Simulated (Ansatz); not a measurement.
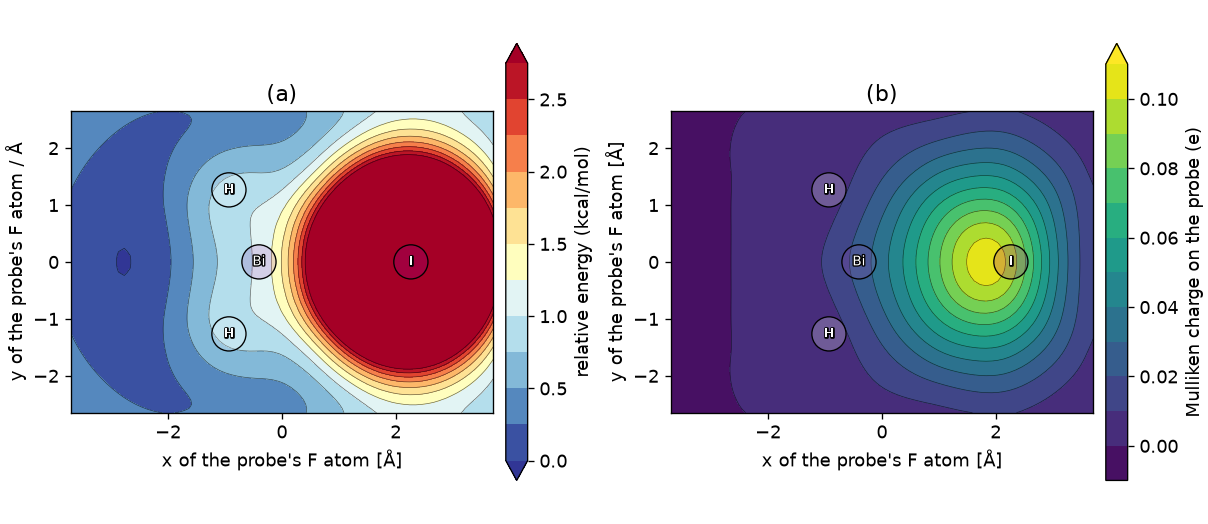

BiH₂I with the probe HF. The probe is moved over a plane parallel to the molecule's main plane, 2.64 Å above it. The first coordinate is: x of the probe's F atom; the second: y of the probe's F atom. Nothing is relaxed (molecule and probe rigid, the probe upright with F nearest the plane). The scan uses a 15 × 11 grid; 90 points were computed and 75 follow by symmetry. Points are written as (first, second). All energies are given in kcal/mol relative to the lowest grid point. These are results of RKS PBE0-D4/def2-SVPD (Ansatz 0.2.0), not measurements.

Panel (a) is the energy; panel (b) is the computed Mulliken charge on the probe, in e.

Drawn: filled contours, labelled circles for the molecule's atoms, projected on the plane, one colour for all values above the top of the scale. Between grid points the surface is interpolated.

How does the Mulliken charge on the probe vary over the map, and what is it at the lowest grid point?

Answer. Leaving out the highest fifth of the energies, it runs from 0.00 e at (−3.71 Å, −2.12 Å) to 0.05 e at (0.53 Å, −0.53 Å). At the lowest grid point, (−2.65 Å, 0.00 Å), it is 0.00 e.

| y of the probe's F atom ↓, x of the probe's F atom → | −3.71 | −3.18 | −2.65 | −2.12 | −1.59 | −1.06 | −0.53 | 0.00 | 0.53 | 1.06 | 1.59 | 2.12 | 2.65 | 3.18 | 3.71 |
| --- | --- | --- | --- | --- | --- | --- | --- | --- | --- | --- | --- | --- | --- | --- | --- |
| 2.65 | 0.00 | 0.00 | 0.00 | 0.00 | 0.00 | 0.00 | 0.00 | 0.00 | 0.01 | 0.01 | 0.01 | 0.01 | 0.01 | 0.00 | 0.00 |
| 2.12 | 0.00 | 0.00 | 0.00 | 0.00 | 0.00 | 0.00 | 0.01 | 0.01 | 0.02 | 0.02 | 0.03 | 0.03 | 0.02 | 0.01 | 0.00 |
| 1.59 | 0.00 | 0.00 | 0.00 | 0.00 | 0.00 | 0.00 | 0.01 | 0.02 | 0.03 | 0.04 | 0.05 | 0.04 | 0.03 | 0.02 | 0.01 |
| 1.06 | 0.00 | 0.00 | 0.00 | 0.00 | 0.00 | 0.01 | 0.01 | 0.03 | 0.04 | 0.06 | 0.07 | 0.07 | 0.05 | 0.03 | 0.01 |
| 0.53 | 0.00 | 0.00 | 0.00 | 0.00 | 0.00 | 0.01 | 0.02 | 0.03 | 0.05 | 0.08 | 0.09 | 0.09 | 0.07 | 0.03 | 0.01 |
| 0.00 | 0.00 | 0.00 | 0.00 | 0.00 | 0.00 | 0.01 | 0.02 | 0.04 | 0.06 | 0.08 | 0.10 | 0.10 | 0.07 | 0.04 | 0.01 |
| −0.53 | 0.00 | 0.00 | 0.00 | 0.00 | 0.00 | 0.01 | 0.02 | 0.03 | 0.05 | 0.08 | 0.09 | 0.09 | 0.07 | 0.03 | 0.01 |
| −1.06 | 0.00 | 0.00 | 0.00 | 0.00 | 0.00 | 0.01 | 0.01 | 0.03 | 0.04 | 0.06 | 0.07 | 0.07 | 0.05 | 0.03 | 0.01 |
| −1.59 | 0.00 | 0.00 | 0.00 | 0.00 | 0.00 | 0.00 | 0.01 | 0.02 | 0.03 | 0.04 | 0.05 | 0.04 | 0.03 | 0.02 | 0.01 |
| −2.12 | 0.00 | 0.00 | 0.00 | 0.00 | 0.00 | 0.00 | 0.01 | 0.01 | 0.02 | 0.02 | 0.03 | 0.03 | 0.02 | 0.01 | 0.00 |
| −2.65 | 0.00 | 0.00 | 0.00 | 0.00 | 0.00 | 0.00 | 0.00 | 0.00 | 0.01 | 0.01 | 0.01 | 0.01 | 0.01 | 0.00 | 0.00 |
